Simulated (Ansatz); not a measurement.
# Fields on a plane of YPd2Si2 (space group I4/mmm)

```yaml
crystal:
  lattice:
    - [-2.04803, 2.04803, 4.95527]
    - [2.04803, -2.04803, 4.95527]
    - [2.04803, 2.04803, -4.95527]
  atoms:
    - { symbol: Y, position: [0.00000, 0.00000, 0.00000] }
    - { symbol: Si, position: [0.61688, 0.61688, 0.00000] }
    - { symbol: Si, position: [0.38312, 0.38312, 0.00000] }
    - { symbol: Pd, position: [0.75000, 0.25000, 0.50000] }
    - { symbol: Pd, position: [0.25000, 0.75000, 0.50000] }
```

The slice is a (1 0 -1) plane (indices of the conventional cell) through the point (0.383, 0.383, 0.000) (fractional), spanned by u = [101] and v = [121] in vectors of this cell: u (4.10 Å) and v (10.72 Å, at 90° to u). It covers one period; positions are fractions (u, v).

Atoms on it: Si at (0.00, 0.00); Si at (0.50, 0.50). Other atoms lie within 1 Å of the plane.

Calculation: PBEsol (plane waves to 420 eV, PAW, scalar-relativistic; Ansatz, a program for electronic structure). k mesh 16×16×16. Inside the PAW spheres the values are not all-electron values, and peaks at nuclei hang on which shells count as valence. YPd2Si2 is run without spin polarisation. YPd2Si2 was relaxed with its symmetry unable to fall.

```
|xxxx..xxxxxx..xx|
|  --::xxxxxx::--|
|%%%%++xxxxxx++%%|
|##%%%%--  --%%%%|
|##%%%%--  --%%%%|
|++****  xx  ****|
|++**##--  --##**|
|%%%%%%--  --%%%%|
|@@@@--xxxxxx--@@|
|####  xxxxxx  ##|
|xxxx..xxxxxx..xx|
|xxxx::--  --::xx|
|xxxx++%%%%%%++xx|
|  --%%%%##%%%%--|
|  --%%%%##%%%%--|
|xx  ****++****  |
|  --##**++**##--|
|  --%%%%%%%%%%--|
|xxxx--@@@@@@--xx|
|xxxx  ######  xx|
```
Scale: ten equal steps from 3.00 (start of ' ') to 11.18 (end of '@'), in the order ' .:-=+*#%@'. Values: electrostatic potential energy of an electron, from the cell's mean, in eV. The map has 8 points along u (two characters each, u = 0 at the left) and 20 along v (v = 0 in the bottom row). Points within 1 Å of a nucleus are blanked (x), as the pseudised field means little there. Values under 3 eV are set to 3. The zero, the cell's mean, hangs on the PAW cores.

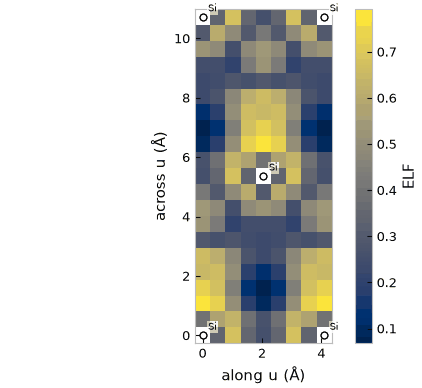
Figure: Electron localisation function (ELF), one period of the plane, atoms marked. Points within 0.5 Å of a nucleus are left white, as the pseudised field means little there.
